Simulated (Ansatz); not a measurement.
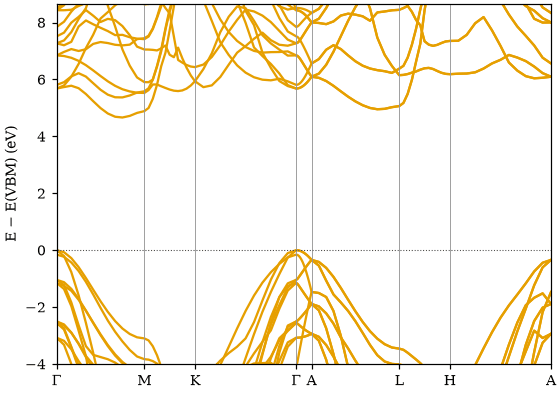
Figure. Band structure from the program Ansatz at the r²SCAN level (PAW)

**Question.** Read off the gap and where the band edges lie.

**Answer.** About 4.7 eV (4.66 eV by a search for the band edges); maximum at Γ, minimum on the Γ–M line, 73 % of the way from Γ.

The material is C in space group P6_3/mmc (No. 194; C on 4f, C on 4f, C on 4e).

The first step of the workflow began from a Materials Project structure, measured or hypothetical. Its sites differ from those of the usual phase in this space group: another stacking or structure type. The cell was relaxed with r²SCAN under the symmetry of its start; phonons on a q-mesh show no instability.

Potentials: the later of the program's two PAW sets.
